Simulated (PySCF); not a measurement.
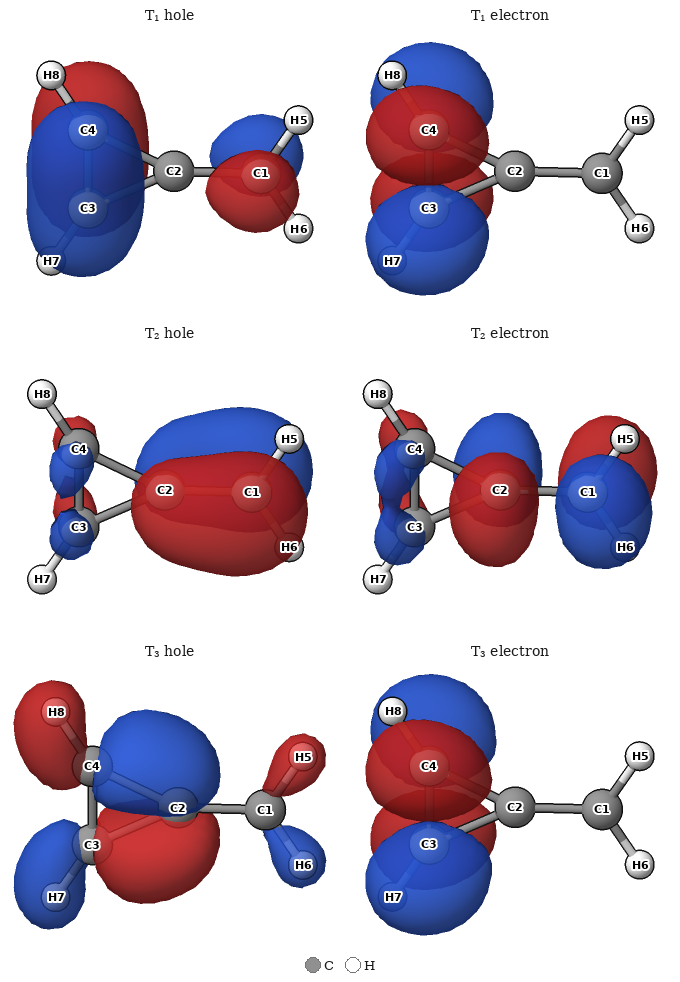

Figure 1: C₄H₄, SMILES `C=C1C=C1`. Leading natural transition orbitals (TDHF triplet states).

Method: HF/def2-SVP; geometry: GFN2-xTB; program: PySCF. No frequency check shows the geometry to be a minimum. Without diffuse functions Rydberg states are missing, so the states' numbers hold for this basis only.

Input

```python
import numpy as np
from pyscf import gto, scf, dft, tdscf
from pyscf.scf import atom_ks, atom_hf
from scipy.linalg import block_diag

def solve(mol, dm0=None, hcore=None):
    mf = scf.UHF(mol) if mol.spin else scf.RHF(mol)
    mf = mf.density_fit(auxbasis='def2-universal-jkfit')
    mf.conv_tol, mf.max_cycle = 1e-8, 80
    if hcore is not None:
        mf.get_hcore = lambda *args: hcore
    mf.kernel(dm0)
    if not mf.converged:
        mf = mf.newton().run(mf.mo_coeff, mf.mo_occ, max_cycle=30)
    assert mf.converged, 'SCF not converged'
    return mf

mol = gto.M(atom='''
C     -1.57951    -0.00011     0.00000
C     -0.27039     0.00030     0.00000
C      1.01976     0.66179     0.00000
C      1.01980    -0.66191     0.00000
H     -2.14169    -0.91822     0.00000
H     -2.14175     0.91791     0.00000
H      1.57272     1.57019     0.00000
H      1.57281    -1.57028     0.00000
''', basis='def2-svp', charge=0, spin=0, verbose=4)
mf = solve(mol)
td = mf.TDHF()
td.nstates, td.singlet, td.conv_tol = 4, False, 1e-5
td.kernel()
td.analyze()
x, y = np.array([p[0] for p in td.xy]), np.array([p[1] + 0 * p[0] for p in td.xy])
f, mu = np.zeros(len(td.e)), np.zeros((len(td.e), 3))
nto = [td.get_nto(state=i + 1, verbose=4) for i in range(len(td.e))]
# spherically averaged free atoms, for the promolecule
atm = scf.atom_hf.get_atm_nrhf(mol)
pro = block_diag(*[(atm[a[0]][2] * atm[a[0]][3]) @ atm[a[0]][2].T for a in mol._atom])
np.savez('result.npz', e=td.e, f=f, ok=td.converged, w=[n[0] for n in nto], nto=[n[1] for n in nto], x=x, y=y, c=mf.mo_coeff, occ=mf.mo_occ, eps=mf.mo_energy, pro=pro, mu=mu)
```

Command:

```sh
OMP_NUM_THREADS=1 python input.py
```

The run took 51 s on 1 thread of Arm Neoverse V2, with other jobs on the host, peak memory 0.22 GiB.

Q: Give the energy and character of each state.

A: By state:
- T₁: 1.69 eV (734 nm), spin-forbidden from the singlet ground state, π → π*; the leading pair carries 98 %; hole on C3 and C4 (36 % each), C1 (12 %) and C2 (10 %), electron on C3 and C4 (41 % each) and C2 (7 %); their centroids lie 0.4 Å apart.
- T₂: 3.10 eV (400 nm), spin-forbidden from the singlet ground state, π → π*; the leading pair carries 98 %; hole on C1 (50 %), C2 (29 %) and C3 and C4 (6 % each), electron on C2 (38 %), C1 (35 %) and C3 and C4 (9 % each); their centroids lie 0.3 Å apart.
- T₃: 6.55 eV (189 nm), spin-forbidden from the singlet ground state, σ → π*; the leading pair carries 99 %; hole on C2 (35 %), C3 and C4 (22 % each) and C1 (6 %), electron on C3 and C4 (40 % each), C2 (8 %) and H7 and H8 (6 % each); their centroids lie 0.7 Å apart.
